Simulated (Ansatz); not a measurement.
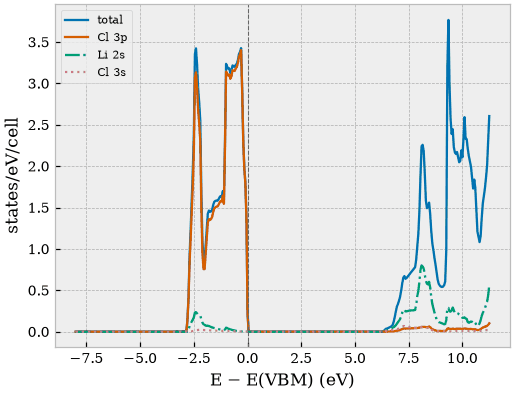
Figure. Total and projected density of states of LiCl (rock salt, Fm-3m), plane-wave PAW PBE (Ansatz code)

Problem. Which orbitals carry the states next to the gap?

Solution. Top 1 eV of the valence band: Cl 3p 98 %. Bottom 1 eV of the conduction band: Li 2s 40 %, Cl 3s 12 %, outside the projected shells 43 %. Projections are on Löwdin-orthogonalised atomic valence shells; empty p or d shells of many metals are not among them.

Problem. Where is the tallest occupied peak in this window, and what makes it?

Solution. Near -0.3 eV, about 3.4 states/eV per cell; the largest projected share is Cl 3p.

Symmetry was held in the PBE relaxation.

Potentials: the later of the program's two PAW sets.
